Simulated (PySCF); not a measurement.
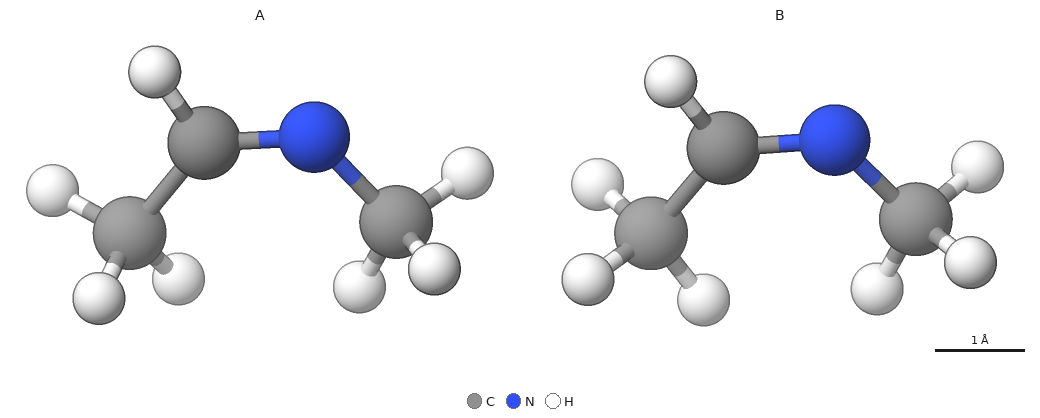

Two geometries of C$_{3}$H$_{7}$N, drawn at one scale. One is the start of a relaxation, the other its converged end. A ball-and-stick model, seen at a tilt.

These are results of PySCF 2.14.0, density-fitted response routines, PBE0-D3(BJ)/def2-SVP geometry optimisation, gas phase, not measurements. 

Question: Which one is relaxed?

Answer: Structure B is the relaxed one. The start comes from GFN2-xTB. The largest moves after the best rigid fit, 0.42 Å, are those of H atoms. Largest moves by element: H 0.42 Å, C 0.12 Å, N 0.10 Å. Among the contacts that change: C–N 1.254 → 1.267 Å, C–H 1.095 → 1.106 Å. Groups turn about C–C by about 25°. After 12 geometry steps the energy has fallen by 0.049 eV. The largest force component goes from 0.84 to 0.015 eV/Å.
